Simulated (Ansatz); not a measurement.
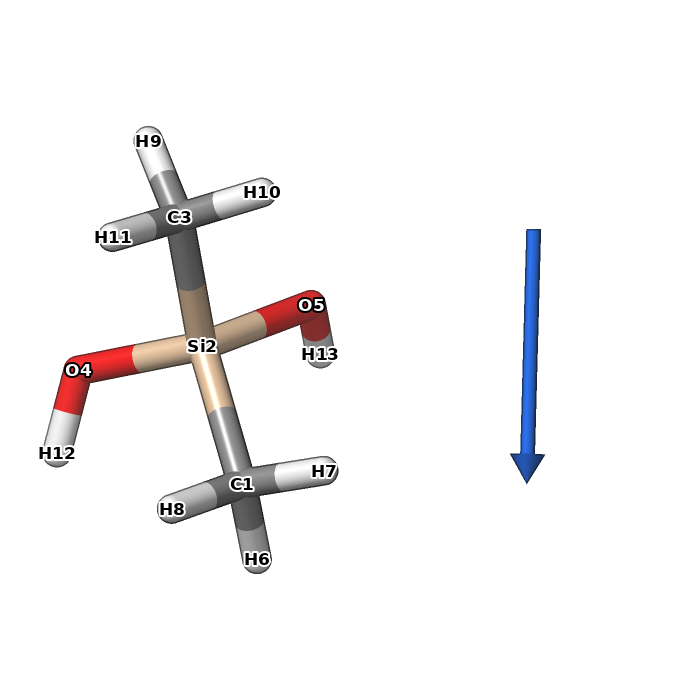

The arrow beside the molecule shows the direction of the dipole moment, from the negative to the positive end (its length means nothing). The computed structure is the end point of a PBE-D4/def2-SVP optimisation. No frequency run is at hand to confirm it as a minimum. Method: RKS PBE-D4/def2-SVP (Ansatz 0.2.0).

Estimate the dipole moment.

2.25 D; it points from the side of H9 to the side of H6 (the outermost atoms at the two ends).
